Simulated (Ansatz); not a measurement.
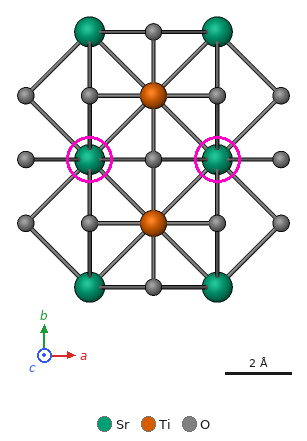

Perfect SrTiO3. Style: ball-and-stick. Shown: the atoms within 4.6 Å of one point, in a slice 4.2 Å thick across the line of sight, along the c axis.

Level of theory: DFT, PBEsol, PAW, plane waves (Ansatz 0.2.0). (plane-wave cutoff 420 eV; k-point mesh 1 × 1 × 1; mesh shifted by (0.25, 0.25, 0.25); no spin polarisation) Fermi-Dirac smearing of 0.01 eV. The axes drawn are those of the host's conventional cell.

Two strontium atoms are replaced by niobium, the two sites 3.9 Å apart at the ringed places, in charge state 0. The supercell has 40 sites, and the atoms are relaxed at the host's cell.

Question: How do the neighbours respond?

Answer: One site: in the host the Sr atom has 12 O at 2.75 Å; the Nb atom ends with 6 O at 2.07 to 2.32 Å. The other site: in the host the Sr atom has 12 O at 2.75 Å; the Nb atom ends with 6 O at 2.07 to 2.32 Å. Of the host's atoms, an oxygen atom moves furthest from its site, by 0.67 Å. The Nb atom itself moves 0.91 Å from where it was put. The Nb atom itself moves 0.91 Å from where it was put.

The relaxed defect, seen from the same direction:

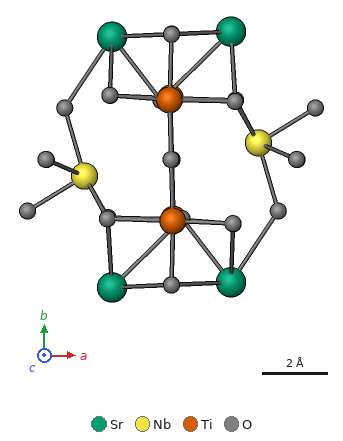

Limits of the set-up: the periodic images lie only 7.8 Å apart, so the values are limited by the cell's size.
